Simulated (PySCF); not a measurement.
```xyz
7

N    -1.7760    0.7823   -0.3588
C    -0.9389   -0.0872   -0.2476
C     0.5404    0.0901    0.1384
Cl    0.9611    1.7779    0.4221
Cl    0.8302   -0.8516    1.6175
Cl    1.5350   -0.5543   -1.1856
H    -1.1485   -1.1521   -0.4131
```

Geometry: GFN2-xTB.

All numbers below come from PySCF 2.14.0, density-fitted response routines, UKS B3LYP, pcH-1 on C Cl H N, non-relativistic, mean-field spin-orbit, GIAO.

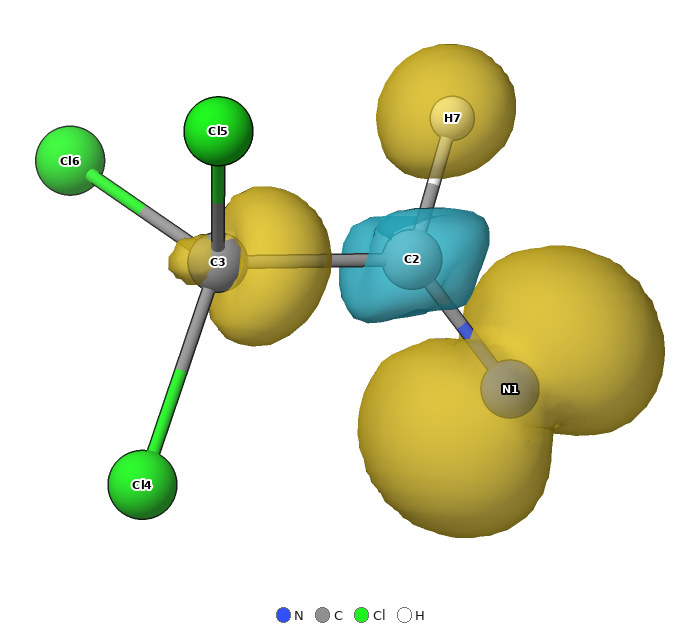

C2HCl3N (doublet). Isosurfaces of the spin density at +0.04 (yellow) and −0.04 e/Å³ (cyan), seen at a tilt.

> Describe the spin distribution.

The unpaired spin (1 electron) lies mostly on N1 (about 0.8) and C3 (about 0.1), in electrons by Hirshfeld's partition.
